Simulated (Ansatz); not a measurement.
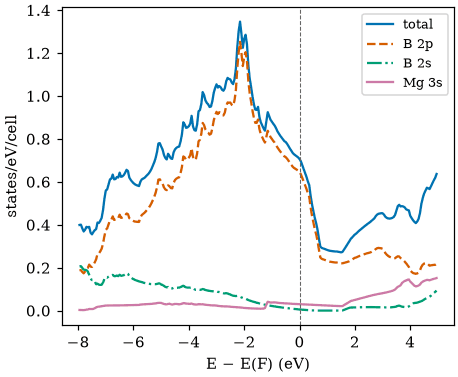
Figure. Total and projected density of states of MgB₂ in space group P6/mmm (No. 191; Mg on 1a, B on 2d), plane-wave PAW PBE (Ansatz code)

Problem. Which orbitals carry the states next to the Fermi level?

Solution. Within 0.5 eV of the Fermi level: B 2p 91 %. Projections are on Löwdin-orthogonalised atomic valence shells; empty p or d shells of many metals are not among them.

Problem. Where is the tallest occupied peak in this window, and what makes it?

Solution. Near -2.1 eV, about 1.3 states/eV per cell; the largest projected share is B 2p.

The cell was relaxed with PBE under the symmetry of its start.

Potentials: the later of the program's two PAW sets.
